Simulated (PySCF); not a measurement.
**Two runs on C₇H₆ClF**

System: C₇H₆ClF.
Method of the first run: GIAO PBE0/pcSseg-1 NMR shielding, non-relativistic, IEF-PCM acetone (PySCF 2.14.0).

The geometry comes from this level: PBE0-D3(BJ)/def2-SVP. Text and figures count atoms from 1; the logs count them from 0 in places.

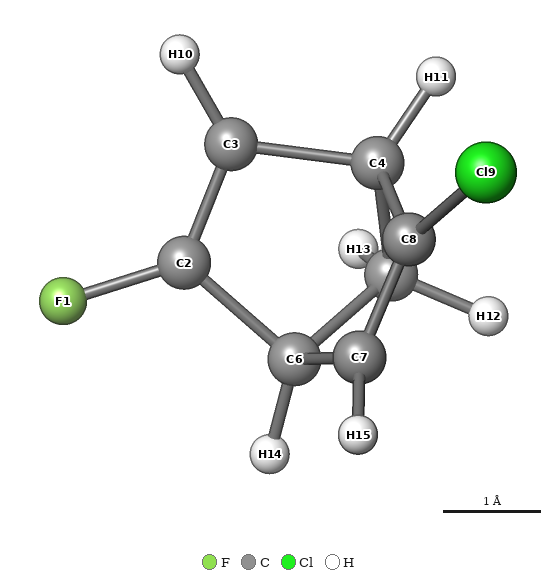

The input geometry (ball-and-stick view, seen at a tilt; atoms are numbered from 1 in the order of the input). Bond lengths as drawn: C–C 1.33 to 1.55 Å, C–Cl 1.71 Å, C–F 1.32 Å and C–H 1.09 to 1.10 Å.

**The input, the first run**
```
{"job": {"kind": "nmr", "xc": "PBE0", "basis": "pcSseg-1", "solvent": "acetone", "pop": true}, "charge": 0, "multiplicity": 1}
F     -0.546758     2.007807     1.530106
C      0.526139     1.663589     0.840694
C      1.211715     2.371000    -0.058371
C      2.401240     1.474366    -0.426489
C      1.710777     0.091377    -0.369135
C      1.225122     0.328147     1.080595
C      2.576516     0.635520     1.744472
C      3.270427     1.320533     0.829826
Cl     4.817648     2.035566     0.971724
H      1.043285     3.391531    -0.396145
H      2.947321     1.743255    -1.338826
H      2.412076    -0.751856    -0.452367
H      0.891246    -0.007078    -1.095829
H      0.609068    -0.441684     1.561719
H      2.856415     0.400705     2.769891
```

The first line tells a small driver script what to run in PySCF; the rest is the geometry in Å.

Command:
```bash
OMP_NUM_THREADS=1 python <driver script> task.json out
```

Hardware: 1 CPU thread, shared host.

**Output (the first run)**
```
coarse grid: 14032 points
cycle   1  E = -829.5890536979  dE =  1.607e+00  |g| = 4.917e-01  |ddm| = 3.734e+00
cycle   2  E = -829.5617941688  dE =  2.726e-02  |g| = 6.262e-01  |ddm| = 8.098e-01
cycle   3  E = -829.6373061965  dE = -7.551e-02  |g| = 7.414e-02  |ddm| = 4.616e-01
cycle   4  E = -829.6384210121  dE = -1.115e-03  |g| = 3.462e-02  |ddm| = 9.561e-02
cycle   5  E = -829.6386710922  dE = -2.501e-04  |g| = 7.999e-03  |ddm| = 3.473e-02
cycle   6  E = -829.6386820650  dE = -1.097e-05  |g| = 3.161e-03  |ddm| = 8.586e-03
cycle   7  E = -829.6386840026  dE = -1.938e-06  |g| = 1.016e-03  |ddm| = 3.079e-03
final grid: 134040 points
cycle   8  E = -829.6997464365  dE = -4.134e-05  |g| = 8.339e-03  |ddm| = 4.705e-02
cycle   9  E = -829.6997324932  dE =  1.394e-05  |g| = 1.166e-02  |ddm| = 2.026e-02
cycle  10  E = -829.6997629045  dE = -3.041e-05  |g| = 1.059e-03  |ddm| = 1.181e-02
cycle  11  E = -829.6997630563  dE = -1.518e-07  |g| = 3.079e-04  |ddm| = 1.040e-03
cycle  12  E = -829.6997630705  dE = -1.424e-08  |g| = 8.825e-05  |ddm| = 2.916e-04
cycle  13  E = -829.6997630720  dE = -1.446e-09  |g| = 3.844e-05  |ddm| = 1.005e-04
cycle  14  E = -829.6997630723  dE = -3.363e-10  |g| = 1.019e-05  |ddm| = 3.769e-05
converged SCF energy = -829.6997630723

GIAO shielding tensors (ppm)
atom      isotropic    diamagn.    paramagn.     s11        s22        s33       span
  0 F      289.207     472.406    -183.199    186.238    241.157    440.225    253.987
  1 C       -9.271     244.894    -254.165   -130.614     48.608     54.194    184.809
  2 C       68.339     255.226    -186.887    -27.825     77.262    155.580    183.405
  3 C      126.327     255.751    -129.423    115.487    123.881    139.614     24.128
  4 C      106.788     236.363    -129.574     95.917    110.930    113.518     17.601
  5 C      130.259     236.178    -105.919    124.582    127.935    138.260     13.677
  6 C       40.339     251.033    -210.694    -82.460     60.253    143.224    225.684
  7 C       16.681     261.071    -244.391   -115.045     67.928     97.159    212.204
  8 Cl     752.119    1143.954    -391.835    538.862    772.414    945.080    406.218
  9 H       25.136      30.587      -5.451     23.638     24.809     26.961      3.323
 10 H       28.134      33.059      -4.925     24.556     27.302     32.543      7.987
 11 H       28.901      28.592       0.309     25.629     26.547     34.526      8.898
 12 H       28.853      27.646       1.207     25.545     26.108     34.907      9.362
 13 H       27.956      28.048      -0.092     24.688     26.040     33.140      8.453
 14 H       24.233      29.251      -5.018     21.738     23.483     27.478      5.740
```

For the second run the input was changed thus:
```diff
-"solvent": "acetone"
-"pop": true
+"solvent": "dichloromethane"
+"pop": false
```

How does the second run compare with the first run?

The total energy of the second run is 0.29 kcal/mol higher: the change of the electrostatic solvation energy at this fixed geometry, without cavity or dispersion terms. The dipole moment goes from 1.78 to 1.74 D. Of all shieldings, the largest change is that of Cl9, by −1.4 ppm. The number of SCF iterations is the same.

**Output (the second run)**
```
coarse grid: 14032 points
cycle   1  E = -829.5884968211  dE =  1.607e+00  |g| = 4.922e-01  |ddm| = 3.734e+00
cycle   2  E = -829.5609657430  dE =  2.753e-02  |g| = 6.277e-01  |ddm| = 8.127e-01
cycle   3  E = -829.6368120566  dE = -7.585e-02  |g| = 7.502e-02  |ddm| = 4.643e-01
cycle   4  E = -829.6379563141  dE = -1.144e-03  |g| = 3.498e-02  |ddm| = 9.722e-02
cycle   5  E = -829.6382113189  dE = -2.550e-04  |g| = 8.058e-03  |ddm| = 3.513e-02
cycle   6  E = -829.6382224026  dE = -1.108e-05  |g| = 3.162e-03  |ddm| = 8.684e-03
cycle   7  E = -829.6382243223  dE = -1.920e-06  |g| = 1.028e-03  |ddm| = 3.111e-03
final grid: 134040 points
cycle   8  E = -829.6992901095  dE = -4.121e-05  |g| = 8.376e-03  |ddm| = 4.700e-02
cycle   9  E = -829.6992757486  dE =  1.436e-05  |g| = 1.177e-02  |ddm| = 2.043e-02
cycle  10  E = -829.6993067140  dE = -3.097e-05  |g| = 1.069e-03  |ddm| = 1.195e-02
cycle  11  E = -829.6993068697  dE = -1.557e-07  |g| = 3.145e-04  |ddm| = 1.057e-03
cycle  12  E = -829.6993068848  dE = -1.517e-08  |g| = 9.596e-05  |ddm| = 3.032e-04
cycle  13  E = -829.6993068866  dE = -1.778e-09  |g| = 4.056e-05  |ddm| = 1.084e-04
cycle  14  E = -829.6993068870  dE = -3.683e-10  |g| = 1.030e-05  |ddm| = 4.007e-05
converged SCF energy = -829.6993068870

GIAO shielding tensors (ppm)
atom      isotropic    diamagn.    paramagn.     s11        s22        s33       span
  0 F      288.661     472.353    -183.692    185.554    240.481    439.949    254.395
  1 C       -9.174     244.878    -254.052   -130.428     48.742     54.166    184.594
  2 C       68.423     255.263    -186.839    -27.762     77.489    155.543    183.305
  3 C      126.354     255.762    -129.408    115.514    123.900    139.646     24.132
  4 C      106.887     236.387    -129.501     96.055    111.032    113.573     17.518
  5 C      130.318     236.236    -105.919    124.643    128.015    138.295     13.652
  6 C       40.637     251.088    -210.451    -82.110     60.843    143.179    225.288
  7 C       16.536     260.980    -244.443   -115.097     67.400     97.305    212.402
  8 Cl     750.740    1143.927    -393.187    536.795    771.754    943.672    406.876
  9 H       25.158      30.608      -5.451     23.661     24.831     26.980      3.319
 10 H       28.159      33.084      -4.926     24.589     27.328     32.559      7.970
 11 H       28.910      28.607       0.303     25.642     26.554     34.535      8.894
 12 H       28.864      27.672       1.193     25.560     26.117     34.917      9.358
 13 H       27.988      28.098      -0.110     24.726     26.076     33.161      8.435
 14 H       24.265      29.258      -4.994     21.773     23.517     27.504      5.731
```

**The two runs side by side**

```csv
quantity,the first run,the second run
outcome,converged,converged
total energy (hartree),−829.699763,−829.699307
HOMO (eV),−6.58,−6.58
LUMO (eV),−0.56,−0.56
dipole moment (D),1.78,1.74
shielding of F1 (ppm),289.2,288.7
shielding of C2 (ppm),−9.3,−9.2
shielding of C3 (ppm),68.3,68.4
shielding of C5 (ppm),106.8,106.9
shielding of C7 (ppm),40.3,40.6
shielding of C8 (ppm),16.7,16.5
shielding of Cl9 (ppm),752.1,750.7
SCF iterations,14,14
basis functions,190,190
wall time (shared host),22 s,21 s
```
